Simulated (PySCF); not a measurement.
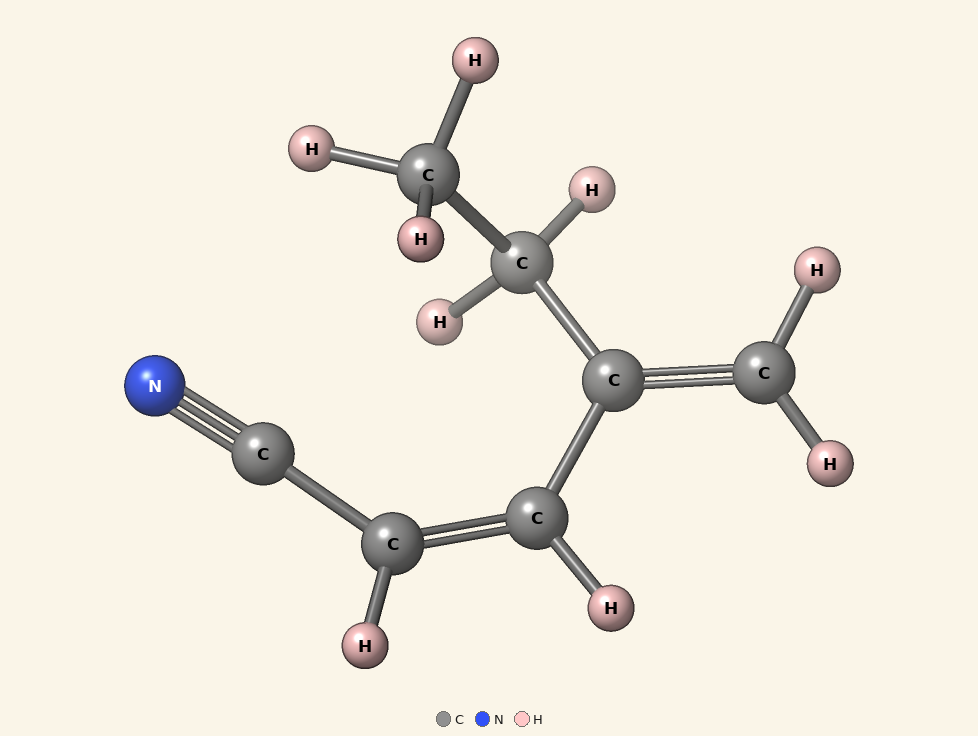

Orthographic view. Depth is shown by fading: the farther an atom, the more it takes the colour of the background. Geometry: a frame of a GFN2-xTB molecular-dynamics simulation, not a minimum.

> Write the InChI string.

InChI=1S/C7H9N/c1-3-7(2)5-4-6-8/h4-5H,2-3H2,1H3/b5-4-
